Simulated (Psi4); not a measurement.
# BNH4 (SMILES BN): MP2/def2-TZVPP

What is the energy change on altering one bond length of BNH4 at MP2/def2-TZVPP? 

Program for the calculation: Psi4 1.11.

2 further runs of the same task are left out: 2 set aside as unsound or not needed.

### Step 1. Starting point

BNH4: 6 atoms, total charge 0, spin state singlet. SMILES: `BN`. Geometry: relaxed at PBE0-D4/def2-TZVP.

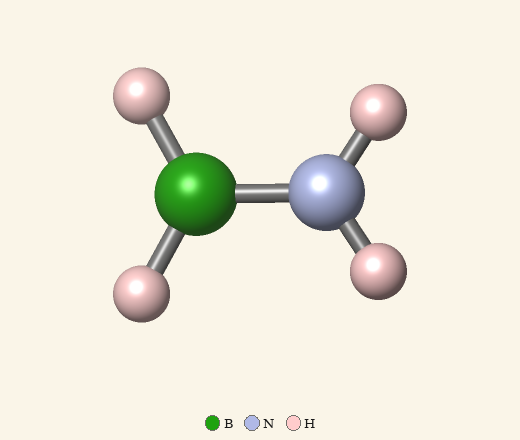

Viewed from a chosen angle; boron green, nitrogen light blue, hydrogen pink.

### Step 2. The energy at MP2/def2-TZVPP

File input.json:

```json
{
 "schema_name": "qcschema_input",
 "schema_version": 1,
 "molecule": {
  "schema_name": "qcschema_molecule",
  "schema_version": 2,
  "symbols": ["B", "N", "H", "H", "H", "H"],
  "geometry": [-0.24226289, -1.28425787, -0.04837699, 0.27608899, 1.28010048, 0.02040904, 0.42670016, -2.58514534, 1.67713194, -1.345485, -2.13293388, -1.83152256, -0.2297907, 2.48253321, -1.36211459, 1.19430691, 2.11913888, 1.45754576],
  "molecular_charge": 0,
  "molecular_multiplicity": 1,
  "fix_symmetry": "c1"
 },
 "driver": "energy",
 "model": {
  "method": "mp2",
  "basis": "def2-TZVPP"
 },
 "keywords": {
  "puream": true,
  "e_convergence": 1e-09,
  "d_convergence": 1e-08,
  "scf_type": "pk",
  "num_frozen_docc": 2,
  "mp2_type": "conv"
 }
}
```

Command:

```console
$ psi4 --qcschema input.json -n 1 --memory 1600MB
```

stdout:

```text
[...]
  Running in c1 symmetry.
[...]
  Nuclear repulsion =   32.316093054913715
[...]
  Multiplicity = 1
[...]
  Nalpha       = 8
  Nbeta        = 8
[...]
    Number of basis functions: 118
[...]
   @RHF iter   1:   -81.44506512535870   -7.42204e-01   3.61420e-03 ADIIS/DIIS
[...]
   @RHF iter  10:   -81.52967176716078   -8.28493e-12   3.04725e-09 DIIS
[...]
    Orbital Energies [Eh]
    ---------------------
    Doubly Occupied:
       1A    -15.554914     2A     -7.582010     3A     -1.161186
       4A     -0.717119     5A     -0.684671     6A     -0.553638
       7A     -0.462547     8A     -0.440171
[...]
  @RHF Final Energy:   -81.52967176716078
   => Energetics <=
    Nuclear Repulsion Energy =             32.3160930549137149
    One-Electron Energy =                -173.3790177671186825
    Two-Electron Energy =                  59.5332529450441825
    Total Energy =                        -81.5296717671607780
[...]
 Multipole Moments:
 ------------------------------------------------------------------------------------
     Multipole            Electronic (a.u.)      Nuclear  (a.u.)        Total (a.u.)
 ------------------------------------------------------------------------------------
 L = 1.  Multiply by 2.5417464519 to convert [e a0] to [Debye]
 Dipole X            :          0.0532708            0.0811556            0.1344264
 Dipole Y            :          0.2639865            0.4016450            0.6656315
 Dipole Z            :          0.0071072            0.0107185            0.0178257
 Magnitude           :                                                    0.6793037
[...]
	SCS-MP2 Total Energy (a.u.)        :   -81.86243210638584
	SOS-MP2 Total Energy (a.u.)        :   -81.83963373139061
	SCSN-MP2 Total Energy (a.u.)       :   -81.65004718713553
[...]
	SOS-PI-MP2 Total Energy (a.u.)     :   -81.89129405876224
[...]
	MP2 Total Energy (a.u.)            :   -81.85636852900463
[...]
```

The result, in JSON:

```text
{
 "driver": "energy",
 "model": {
  "method": "mp2",
  "basis": "def2-TZVPP"
 },
 "success": true,
 "return_result": -81.85636852900463,
 "properties": {
  "calcinfo_nbasis": 118,
  "calcinfo_nmo": 118,
  "calcinfo_nalpha": 8,
  "calcinfo_nbeta": 8,
  "calcinfo_natom": 6,
  "nuclear_repulsion_energy": 32.316093054913715,
  "return_energy": -81.85636852900463,
  "scf_one_electron_energy": -173.37901776711868,
  "scf_two_electron_energy": 59.53325294504418,
  "scf_dipole_moment": [0.13442637741847308, 0.6656315379890143, 0.017825655103452603],
  "scf_total_energy": -81.52967176716078,
  "scf_iterations": 10,
  "mp2_same_spin_correlation_energy": -0.06839512498565933,
  "mp2_opposite_spin_correlation_energy": -0.2583016368581916,
  "mp2_singles_energy": 0.0,
  "mp2_doubles_energy": -0.32669676184385094,
  "mp2_correlation_energy": -0.32669676184384855,
  "mp2_total_energy": -81.85636852900463
 }
}
```

Wall time 14 s (1 thread of Intel Xeon Platinum 8259CL at 2.50GHz (Skylake/Cascade Lake), shared host); peak memory 0.96 GiB.

### Step 3. The distorted shape at the same level

File input.in:

```
memory 1600 MB

molecule mol {
  B     -0.169352    -0.883187    -0.031061
  N      0.146100     0.677400     0.010800
  H      0.184648    -1.571587     0.882039
  H     -0.753152    -1.332287    -0.974661
  H     -0.121600     1.313700    -0.720800
  H      0.632000     1.121400     0.771300
  symmetry c1
  no_reorient
  no_com
}

set {
  basis           def2-TZVPP
  reference       rhf
  puream          true
  e_convergence   1e-09
  d_convergence   1e-08
  scf_type        pk
  num_frozen_docc 2
  mp2_type        conv
}

result = energy('mp2')
print_variables()
```

Command:

```console
$ psi4 -n 1 input.in input.out
```

input.out:

```text
[...]
  Running in c1 symmetry.
[...]
  Nuclear repulsion =   30.057889293365918
[...]
  Multiplicity = 1
[...]
  Nalpha       = 8
  Nbeta        = 8
[...]
    Number of basis functions: 118
[...]
   @RHF iter   1:   -81.42812610501355   -9.55155e-01   3.41946e-03 DIIS/ADIIS
[...]
   @RHF iter  10:   -81.50456492990121   -1.13971e-11   3.72708e-09 DIIS
[...]
    Orbital Energies [Eh]
    ---------------------
    Doubly Occupied:
       1A    -15.550150     2A     -7.627124     3A     -1.118259
       4A     -0.695612     5A     -0.656916     6A     -0.539230
       7A     -0.487502     8A     -0.404886
[...]
  @RHF Final Energy:   -81.50456492990121
   => Energetics <=
    Nuclear Repulsion Energy =             30.0578892933659176
    One-Electron Energy =                -168.9655509263549504
    Two-Electron Energy =                  57.4030967030878259
    Total Energy =                        -81.5045649299012069
[...]
 Multipole Moments:
 ------------------------------------------------------------------------------------
     Multipole            Electronic (a.u.)      Nuclear  (a.u.)        Total (a.u.)
 ------------------------------------------------------------------------------------
 L = 1.  Multiply by 2.5417464519 to convert [e a0] to [Debye]
 Dipole X            :         -0.1582109            0.2226778            0.0644669
 Dipole Y            :          0.5895654           -0.2700589            0.3195065
 Dipole Z            :          0.2387659           -0.2302197            0.0085463
 Magnitude           :                                                    0.3260574
[...]
	SCS-MP2 Total Energy (a.u.)        :   -81.84000374342720
	SOS-MP2 Total Energy (a.u.)        :   -81.81723984831434
	SCSN-MP2 Total Energy (a.u.)       :   -81.62475829609708
[...]
	SOS-PI-MP2 Total Energy (a.u.)     :   -81.86935233471654
[...]
	MP2 Total Energy (a.u.)            :   -81.83341904725071
[...]
```

It took 14 s on 1 thread of Intel Xeon Platinum 8259CL at 2.50GHz (Skylake/Cascade Lake), shared host; peak memory 0.96 GiB.

### Step 4. Summary of results

Level: MP2/def2-TZVPP, 2 core orbitals frozen.

| quantity | value |
| --- | --- |
| first shape: total energy | -81.85637 Eh |
| first shape: HOMO energy (Hartree–Fock orbitals) | -11.98 eV |
| first shape: LUMO energy (Hartree–Fock orbitals) | 3.29 eV |
| first shape: HOMO–LUMO gap (Hartree–Fock orbitals) | 15.27 eV |
| first shape: correlation energy (2 core orbitals frozen) | -326.7 mEh |
| distorted shape: total energy | -81.83342 Eh |
| distorted shape: HOMO energy (Hartree–Fock orbitals) | -11.02 eV |
| distorted shape: LUMO energy (Hartree–Fock orbitals) | 2.69 eV |
| distorted shape: HOMO–LUMO gap (Hartree–Fock orbitals) | 13.70 eV |
| distorted shape: correlation energy (2 core orbitals frozen) | -328.9 mEh |
| energy change with the B1–N2 bond stretched from 1.385 to 1.593 Å | 0.624 eV |

With the B1–N2 bond stretched from 1.385 to 1.593 Å the energy rises by 0.62 eV (14.4 kcal/mol). The first shape isn't relaxed at this level, so the change isn't measured from a minimum.
